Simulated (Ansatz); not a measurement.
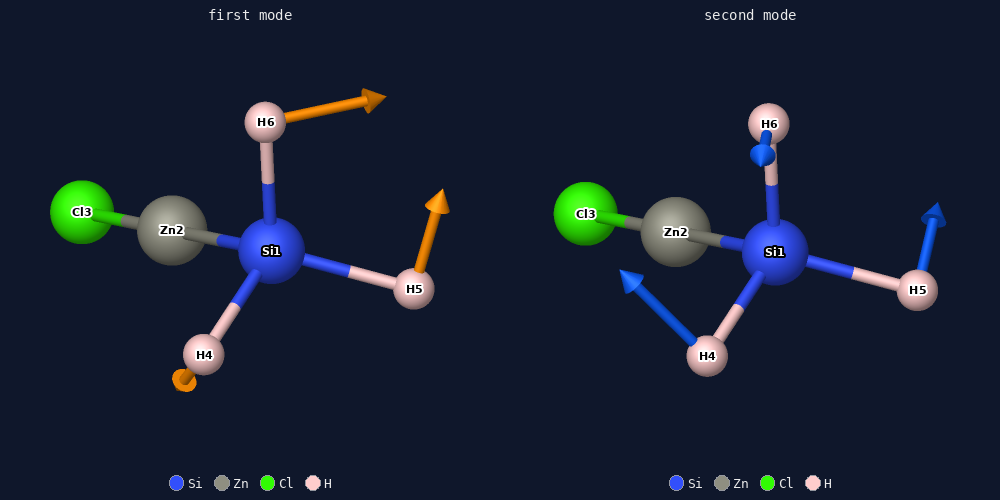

The system is ClH3SiZn, SMILES [SiH3][Zn][Cl]; the picture shows the reference structure; its two panels give the patterns of the first and the second mode as arrows. 
- First axis: normal mode 8 (890 cm⁻¹). Second axis: normal mode 9 (890 cm⁻¹).
- Nothing is relaxed (straight displacements along the two mass-weighted modes).
- Grid: 15 × 15 points.
- Points are written as (first, second).
- All energies are given in kJ/mol relative to the lowest grid point.
- These are results of Ansatz, RKS SPW92 (LDA)/def2-TZVP, not measurements.

Its coordinates:

| atom | x (Å) | y (Å) | z (Å) |
| --- | --- | --- | --- |
| Si | -0.6419 | 0.3914 | -0.3839 |
| Zn | 1.1096 | -0.6927 | 0.6312 |
| Cl | 2.6972 | -1.6773 | 1.5518 |
| H | -0.4578 | 0.4065 | -1.8688 |
| H | -1.9334 | -0.2975 | -0.0735 |
| H | -0.7315 | 1.8055 | 0.0970 |

Range: normal mode 8 (890 cm⁻¹) from −0.642 to 0.642 amu½·Å; normal mode 9 (890 cm⁻¹) from −0.629 to 0.629 amu½·Å.

> Predict the map.

The lowest grid point is at (0.000 amu½·Å, 0.000 amu½·Å). No other kind of well shows on this grid. The highest grid point, (−0.642 amu½·Å, 0.629 amu½·Å), lies 127 kJ/mol above the lowest.

| normal mode 9 (890 cm⁻¹) ↓, normal mode 8 (890 cm⁻¹) → | −0.642 | −0.550 | −0.459 | −0.367 | −0.275 | −0.183 | −0.092 | 0.000 | 0.092 | 0.183 | 0.275 | 0.367 | 0.459 | 0.550 | 0.642 |
| --- | --- | --- | --- | --- | --- | --- | --- | --- | --- | --- | --- | --- | --- | --- | --- |
| 0.629 | 127 | 109 | 94 | 81 | 71 | 63 | 58 | 55 | 55 | 58 | 64 | 73 | 85 | 99 | 117 |
| 0.539 | 109 | 92 | 77 | 65 | 55 | 47 | 43 | 40 | 41 | 44 | 50 | 59 | 71 | 85 | 103 |
| 0.449 | 94 | 77 | 63 | 51 | 41 | 34 | 30 | 28 | 29 | 32 | 38 | 47 | 59 | 74 | 91 |
| 0.359 | 81 | 65 | 51 | 40 | 30 | 24 | 20 | 18 | 19 | 22 | 29 | 38 | 49 | 64 | 82 |
| 0.270 | 71 | 55 | 42 | 31 | 22 | 16 | 12 | 10 | 11 | 15 | 21 | 30 | 42 | 56 | 74 |
| 0.180 | 64 | 48 | 35 | 24 | 16 | 10 | 6 | 4 | 6 | 9 | 16 | 24 | 36 | 51 | 68 |
| 0.090 | 59 | 44 | 31 | 20 | 12 | 6 | 2 | 1 | 2 | 6 | 12 | 21 | 33 | 47 | 64 |
| 0.000 | 57 | 42 | 29 | 19 | 10 | 5 | 1 | 0 | 1 | 5 | 11 | 20 | 31 | 45 | 62 |
| −0.090 | 57 | 42 | 30 | 20 | 12 | 6 | 2 | 1 | 2 | 6 | 12 | 20 | 32 | 46 | 63 |
| −0.180 | 60 | 46 | 33 | 23 | 15 | 9 | 6 | 5 | 6 | 9 | 15 | 23 | 34 | 48 | 65 |
| −0.270 | 67 | 52 | 39 | 29 | 21 | 15 | 12 | 10 | 11 | 15 | 20 | 29 | 39 | 53 | 69 |
| −0.359 | 75 | 61 | 48 | 38 | 30 | 24 | 20 | 19 | 19 | 22 | 28 | 36 | 47 | 60 | 76 |
| −0.449 | 87 | 72 | 60 | 50 | 41 | 35 | 31 | 30 | 30 | 33 | 38 | 46 | 56 | 69 | 85 |
| −0.539 | 102 | 87 | 74 | 64 | 55 | 49 | 45 | 43 | 43 | 46 | 51 | 58 | 68 | 81 | 96 |
| −0.629 | 119 | 104 | 92 | 81 | 72 | 66 | 61 | 59 | 59 | 61 | 66 | 73 | 82 | 95 | 110 |

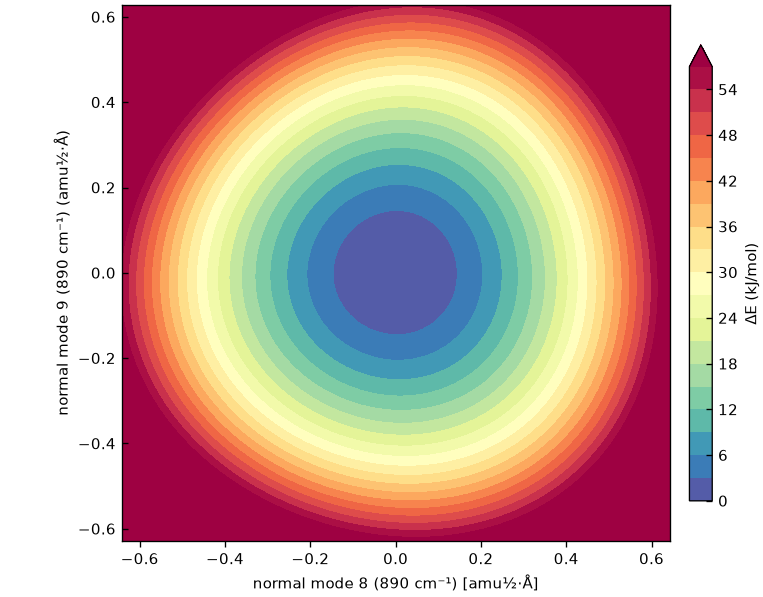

Drawn: filled contours, one colour for all values above the top of the scale. Between grid points the surface is interpolated.

The whole map (225 points run) took 9.5 min on 1 thread of Arm Neoverse V2, with other jobs on the host.
